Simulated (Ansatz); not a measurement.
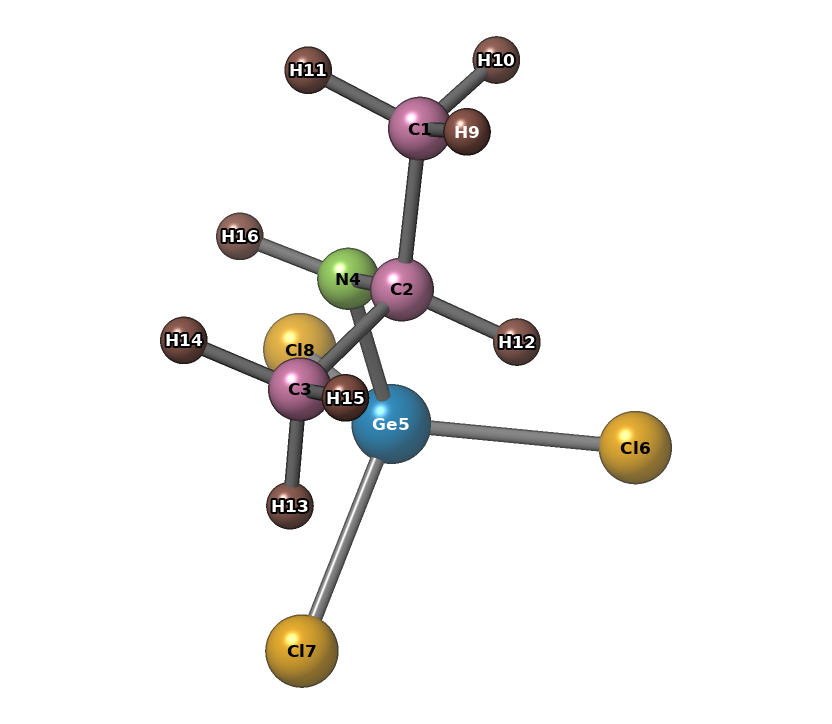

N4 lies behind C2. The molecule seen a little off the C2–N4 bond, C2 in front. Atoms fade into the background with distance from the viewer. Computed geometry: PBE-D4/def2-SVP optimisation. No frequency run is at hand to confirm it as a minimum.

### What is the torsion angle C1–C2–N4–Ge5? The sign is positive where the front bond must turn clockwise to cover the back bond.

152°, antiperiplanar (anti).
